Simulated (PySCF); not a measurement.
C2H5NSi: single-point calculation

System: C2H5NSi, SMILES C[SiH2]C#N.
Method: SVWN5/cc-pVDZ, RKS (PySCF 2.14.0).

The geometry comes from this level: PBE0-D4/def2-TZVP.

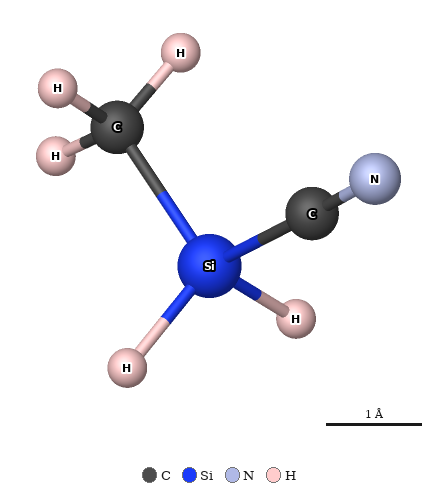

*The structure (ball-and-stick view, seen at a tilt).*

**Results in brief**

```tsv
quantity	value
outcome	converged
total energy	−421.093720 hartree
basis functions	85
HOMO	−8.12 eV
LUMO	−1.28 eV
dipole moment	3.80 D
hardware	1 thread of Intel Xeon @ 2.70GHz, 189 GiB of memory available, shared host
wall time	10 s
peak memory	0.28 GiB
```

**Input (job.py)**
```python
# C[SiH2]C#N
from pyscf import gto, dft

system = gto.M(
    atom='''
C     -1.269896     1.759524    -0.940139
Si    -0.277412    -1.048042     0.922753
C      3.095938    -1.719840     0.245286
N      5.191645    -2.102131    -0.203335
H     -1.047097     1.409925    -2.960823
H     -0.137572     3.407932    -0.434259
H     -3.253919     2.192838    -0.568619
H     -1.688092    -3.362579     0.221098
H     -0.446731    -0.625121     3.685533
''',
    unit='bohr',
    verbose=3,
    max_memory=1860,
    charge=0,
    basis='cc-pvdz',
    spin=0,
)

mf = dft.RKS(system, xc='svwn')
mf.conv_tol = 1e-10
mf.grids.level = 5
mf.kernel()
if not mf.converged:
    mf = mf.newton().run(mf.mo_coeff, mf.mo_occ)

e_final = mf.e_tot
print(f'total energy: {e_final:.8f} hartree')
```

Run as:
```bash
OMP_NUM_THREADS=1 python job.py
```

**What the program printed**
```
converged SCF energy = -421.093719996476
total energy: -421.09372000 hartree
```

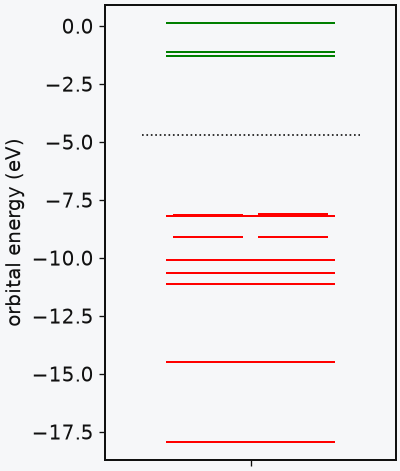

*Orbital energies near the frontier; the dotted line parts filled from empty levels, and levels within 0.02 eV of each other stand side by side.*

Highest filled −8.12 eV, lowest empty −1.28 eV, 6.84 eV apart.
